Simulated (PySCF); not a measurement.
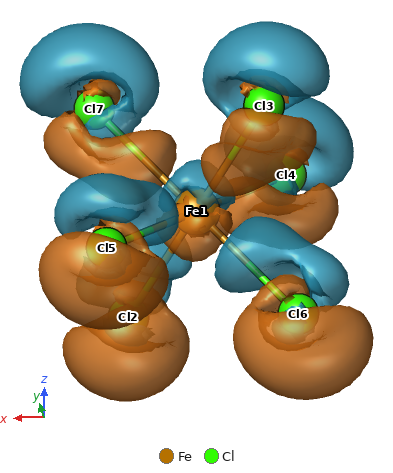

*[FeCl6]4- (Cl6Fe, charge −4, quintet). Change of the electron density in a uniform field of 0.15 V/Å, surfaces at ±0.0008 e/Å³ (light blue: gain, orange: loss).*

PySCF calculation, ωB97X/def2-SVP, gas phase; geometry: GFN2-xTB. This is a single-reference result, which may miss multireference character in this system. No frequency check shows the geometry to be a minimum. The stability of the open-shell solution wasn't checked. GFN2-xTB bond lengths at metals and heavier atoms can be off by up to 0.1 Å and shapes distorted, which carries into these values. The basis has no diffuse functions, which an anion needs. GFN2-xTB doesn't know the spin state, so this open-shell geometry is rough.

Cartesian coordinates (Å):

```
Fe1     -0.0001    0.0001    0.0006
Cl2      1.3708   -1.8564   -1.2545
Cl3     -1.3707    1.8590    1.2542
Cl4     -1.3707   -1.8563    1.2542
Cl5      1.3708    1.8590   -1.2545
Cl6     -1.7761   -0.0027   -1.9363
Cl7      1.7761   -0.0026    1.9360
```

The field was applied in both directions; the picture shows the one opposite to the script's first.

> Along which Cartesian direction does the field point?

Along −z: electrons gather on the +z side, against the field.

> How large is the response?

The induced dipole is 0.50 D (along the field); α along this axis, from the fields in both directions, is 66 bohr³ (9.7 Å³).

Cost of the run: 5.8 min on 1 thread of Intel(R) Xeon(R) Processor @ 2.50GHz (Skylake/Cascade Lake), on a shared host, peak memory 0.92 GiB.
